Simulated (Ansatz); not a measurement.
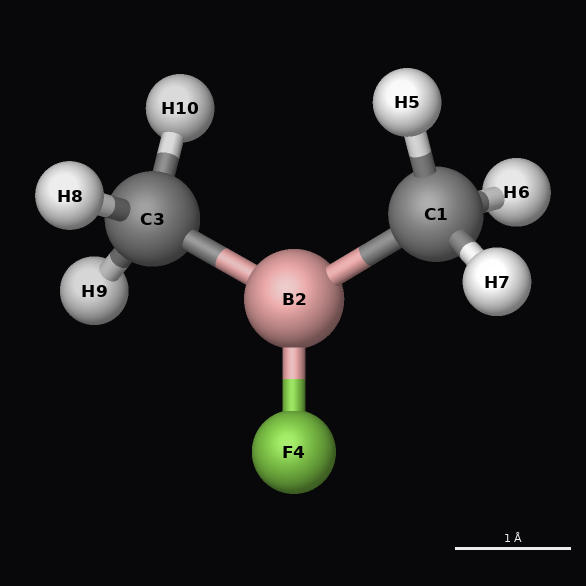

The picture comes from a calculation with Ansatz.

Orthographic view with a scale bar. The species has charge +1 and is a spin doublet. Geometry: the geometry of the neutral molecule.

Reconstruct the coordinates (Å) as seen: x to the right, y up, z towards the viewer, origin at the mean of the atomic positions.

```xyz
10
C2H6BF
C    1.24   0.19   0.61
B    0.00  -0.56   0.02
C   -1.24   0.15  -0.63
F    0.00  -1.89   0.07
H    0.99   1.16   1.03
H    1.94   0.38  -0.21
H    1.77  -0.40   1.36
H   -1.96   0.35   0.17
H   -1.75  -0.48  -1.36
H   -1.00   1.11  -1.07
```
